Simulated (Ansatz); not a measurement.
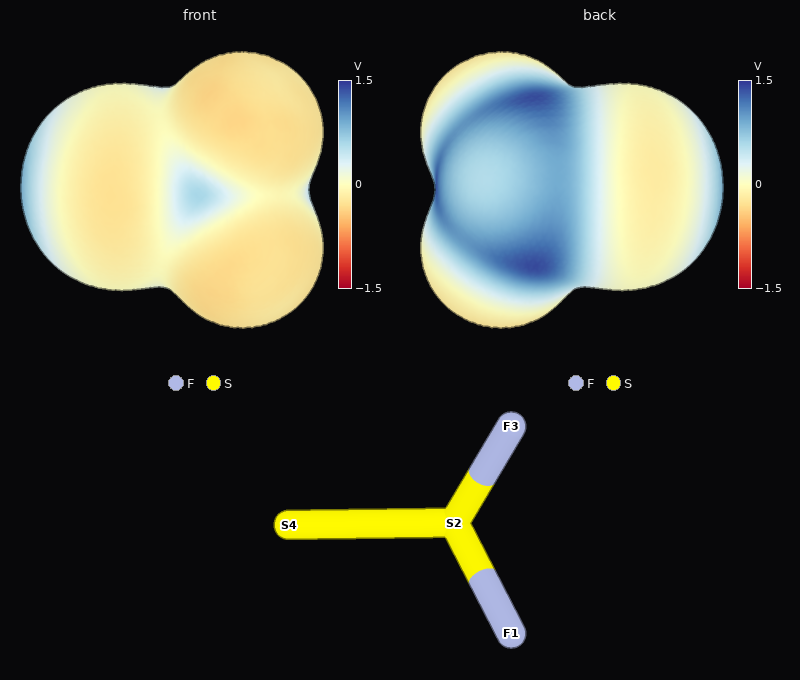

F$_{2}$S$_{2}$ (SMILES FS(F)=S). The molecular electrostatic potential painted on the density surface at 0.002 e/bohr³, seen from the front and from behind; the colour scale runs from red (negative) to blue (positive). The bare structure is drawn below in the same view.

Geometry: PBE0-D4/def2-TZVP.

All numbers below come from RKS PBE0-D4/def2-TZVPP in Ansatz 0.2.0.

Q: Which sites attract a positive test charge, and which a negative one?

A: A positive charge is drawn to the negative regions and a negative charge to the positive ones. The most negative region (about −0.3 V, or −7 kcal/mol for a unit charge) lies over F1 and F3, the most positive (about +1.4 V, or +32 kcal/mol for a unit charge) over S2.
